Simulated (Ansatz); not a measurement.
**PBE-QIDH/def2-TZVP run of HNO2 (SMILES O=NO)**

Aim: the vertical singlet–triplet gap of HNO2 at PBE-QIDH/def2-TZVP, from 2 runs. 

Program for the calculation: Ansatz 0.2.0.

55 further runs of the same task are left out: 55 set aside as unsound or not needed.

**1. The system as given**

HNO2 has 4 atoms, charge 0, and is taken as a singlet. As SMILES, `O=NO`. The shape is that of a PBE0-D4/def2-TZVP optimisation.

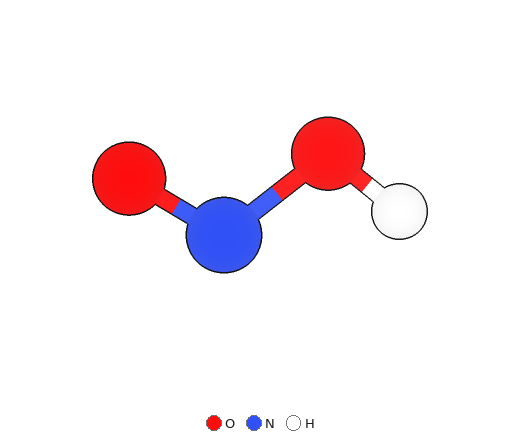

Viewed from a chosen angle; oxygen red, nitrogen blue, hydrogen white.

**2. A single-point energy at PBE-QIDH/def2-TZVP**

Input file run.yaml:

```yaml
crystal:
  periodic: [false, false, false]
  atoms:
    - {symbol: O, position_ang: [0.413650, 0.047230, 1.437260]}
    - {symbol: N, position_ang: [0.320150, -0.419400, 0.377370]}
    - {symbol: O, position_ang: [-0.362650, 0.434660, -0.492650]}
    - {symbol: H, position_ang: [-0.371140, -0.062490, -1.321980]}
basis:
  gaussian:
    orbitals: def2-TZVP
hamiltonian:
  xc: {name: PBE-QIDH}
correlation:
  frozen_orbitals: {H: 0, "N": 1, O: 1}
accuracy: high
output: {orbitals: {seedname: orbitals}}
```

Run with:

```console
ansatz run run.yaml --threads 1 --pin off --max-ram 3480MiB --events-out events.jsonl --progress --plain --runs-dir runs
```

Output:

```text
Warning: RAYON_NUM_THREADS=1 ignored (pool sized by the plan → 1); use --threads N
Functional definition: PBE-QIDH
  name "PBE-QIDH"
  parameter a = 3^(-1/3)
  parameter c = 1/3
  exchange = (1 - a)*pbe_x + a*exact_x
  correlation = (1 - c)*pbe_c + c*(mp2_os + mp2_ss)
1704 factors; integrals over basis functions are off by at most 3.2e-9 eV
mean field evaluation 1: about -5583.6090 eV, gradient 3.9e1 eV
mean field evaluation 2: about -5583.6122 eV, gradient 3.9e1 eV
mean field evaluation 4: about -5585.9956 eV, gradient 3.3e0 eV
mean field evaluation 8: about -5586.0342 eV, gradient 2.8e-1 eV
mean field evaluation 16: about -5586.0347 eV, gradient 7.4e-5 eV
mean field -5586.03469902 eV, -205.2829888385 hartree, gradient 1.0e-8 eV, S^2 0.000000; 0 other end points of the search recorded, 0 dependent functions left out
3 core orbitals not correlated: weight in the atoms' cores, before any rotation towards them, 1.000 or more for the frozen orbitals, at most 0.000 for the correlated occupied ones
reference -5586.03469966 eV, -205.2829888621 hartree; 9, 9 occupied and 87, 87 virtual orbitals, 1704 factors
second order -20.76421871 eV of doubles, -0.00000000 eV of singles
Total energy: -5592.95610589 eV, -205.5373458498 hartree
```

Wall time 6 s (1 thread of Arm Neoverse V1, shared host); peak memory 0.24 GiB.

**3. The triplet at the same level**

Input file run.yaml:

```yaml
basis:
  gaussian: {orbitals: def2-TZVP}
crystal:
  periodic: [false, false, false]
  atoms:
    - {symbol: O, position_ang: [0.413650, 0.047230, 1.437260]}
    - {symbol: "N", position_ang: [0.320150, -0.419400, 0.377370]}
    - {symbol: O, position_ang: [-0.362650, 0.434660, -0.492650]}
    - {symbol: H, position_ang: [-0.371140, -0.062490, -1.321980]}
magnetization: {spin_polarized: true, initial_magnetization: 2}
hamiltonian: {xc: {name: PBE-QIDH}}
correlation: {frozen_orbitals: {H: 0, "N": 1, O: 1}}
accuracy: high
output: {orbitals: {seedname: orbitals}}
```

Run with:

```console
ansatz run run.yaml --threads 1 --pin off --max-ram 3480MiB --events-out events.jsonl --progress --plain --runs-dir runs
```

Output (excerpt; [...] marks lines left out):

```text
Warning: RAYON_NUM_THREADS=1 ignored (pool sized by the plan → 1); use --threads N
[... 2 set-up lines as earlier in the session ...]
[...]
1704 factors; integrals over basis functions are off by at most 3.2e-9 eV
[...]
mean field -5584.08563008 eV, -205.2113618763 hartree, gradient 5.6e-8 eV, S^2 2.028714; 0 other end points of the search recorded, 0 dependent functions left out
3 core orbitals not correlated: weight in the atoms' cores, before any rotation towards them, 1.000 or more for the frozen orbitals, at most 0.000 for the correlated occupied ones
reference -5584.08563071 eV, -205.2113618995 hartree; 10, 8 occupied and 86, 88 virtual orbitals, 1704 factors
second order -19.00071558 eV of doubles, -0.00000000 eV of singles
Total energy: -5590.41920257 eV, -205.4441163723 hartree
```

Wall time 10 s (1 thread of Arm Neoverse V1, shared host); peak memory 0.31 GiB.

**4. Summary of results**

Level: PBE-QIDH/def2-TZVP, 3 core orbitals frozen.

| quantity | value |
| --- | --- |
| singlet: total energy | -205.53735 Eh |
| singlet: HOMO energy (SCF part's orbitals) | -10.88 eV |
| singlet: LUMO energy (SCF part's orbitals) | 0.49 eV |
| singlet: HOMO–LUMO gap (SCF part's orbitals) | 11.37 eV |
| triplet: total energy | -205.44412 Eh |
| triplet: HOMO energy (SCF part's orbitals) (highest over α and β) | -8.81 eV |
| triplet: LUMO energy (SCF part's orbitals) (lowest over α and β) | -1.46 eV |
| triplet: ⟨S²⟩ | 2.029 |
| vertical energy of the triplet above the singlet | 2.537 eV |

**Reading.** At this shape the triplet lies 2.54 eV (245 kJ/mol) above the singlet.
